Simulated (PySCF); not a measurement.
**N2 (nitrogen) at r2SCAN/STO-6G**

What is the energy change on altering one bond length of N2 (nitrogen) at r2SCAN/STO-6G? 

Program for the calculation: PySCF 2.14.0.

17 further runs of the same task are left out: 6 that didn't finish, 11 set aside as unsound or not needed.

### Step 1. Starting point

N2: 2 atoms, total charge 0, spin state singlet. SMILES: `N#N`. The shape is that of a PBE0-D4/def2-TZVP optimisation.

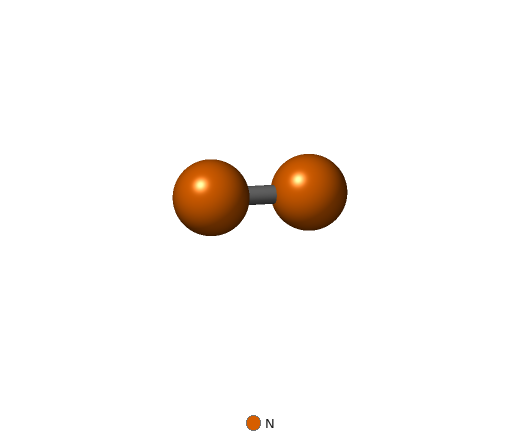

Viewed from a chosen angle; nitrogen orange.

### Step 2. A single-point energy at r2SCAN/STO-6G

calc.py

```python
# N#N
from pyscf import gto, dft

system = gto.M(
    atom=[
    ('N', (0.465500, -0.150300, 0.239800)),
    ('N', (-0.465500, 0.150300, -0.239800)),
],
    basis='sto-6g',
    max_memory=1860,
    verbose=3,
)

mf = dft.RKS(system)
mf.xc = 'r2scan'
mf.conv_tol = 1e-10
mf.grids.level = 5
mf.kernel()
if not mf.converged:
    mf = mf.newton().run(mf.mo_coeff, mf.mo_occ)

energy = mf.e_tot
print('Final energy', energy)
```

On the command line:

```console
$ OMP_NUM_THREADS=1 python calc.py
```

Output:

```text
converged SCF energy = -109.062101231959
Final energy -109.06210123195892
```

Run time: 1.4 s. Hardware: 1 thread of Intel Xeon 6975P-C (Granite Rapids), shared host; peak memory 0.15 GiB.

### Step 3. The distorted shape

mol.xyz

```xyz
2
N2
N      1.582676    -0.511012     0.815307
N     -0.465500     0.150300    -0.239800
```

run.py

```python
from pyscf import gto, dft

mol = gto.M(
    atom='mol.xyz',
    spin=0,
    charge=0,
    basis='sto-6g',
    verbose=3,
    max_memory=1860,
)

mf = dft.RKS(mol, xc='r2scan')
mf.conv_tol = 1e-10
mf.grids.level = 5
mf.kernel()
if not mf.converged:
    mf = mf.newton().run(mf.mo_coeff, mf.mo_occ)

e_final = mf.e_tot
print('Final energy', e_final)
```

On the command line:

```console
$ OMP_NUM_THREADS=1 python run.py
```

Output:

```text
SCF not converged.
SCF energy = -108.591481111488
converged SCF energy = -108.591481123909
Final energy -108.59148112390918
```

Run time: 2.1 s. Hardware: 1 thread of Intel Xeon 6975P-C (Granite Rapids), shared host; peak memory 0.19 GiB.

### Step 4. Results

Level: r2SCAN/STO-6G.

```
                                                         quantity          value
                                        first shape: total energy  -109.06210 Eh
                                       first shape: dipole moment         0.00 D
                                         first shape: HOMO energy       -8.46 eV
                                         first shape: LUMO energy        0.26 eV
                                       first shape: HOMO–LUMO gap        8.72 eV
                                    distorted shape: total energy  -108.59148 Eh
                                   distorted shape: dipole moment         0.00 D
                                     distorted shape: HOMO energy       -3.64 eV
                                     distorted shape: LUMO energy       -3.10 eV
                                   distorted shape: HOMO–LUMO gap        0.54 eV
energy change with the N1–N2 bond stretched from 1.090 to 2.397 Å      12.806 eV
```

What this shows: One bond (distorted shape) is far stretched, which a spin-restricted single reference describes badly; a broken-symmetry solution may lie lower. With the N1–N2 bond stretched from 1.090 to 2.397 Å the energy rises by 12.81 eV (295 kcal/mol). The first shape isn't relaxed at this level, so the change isn't measured from a minimum. A restricted reference can't describe the breaking bond well at this length. The minimal basis adds a large error of its own.
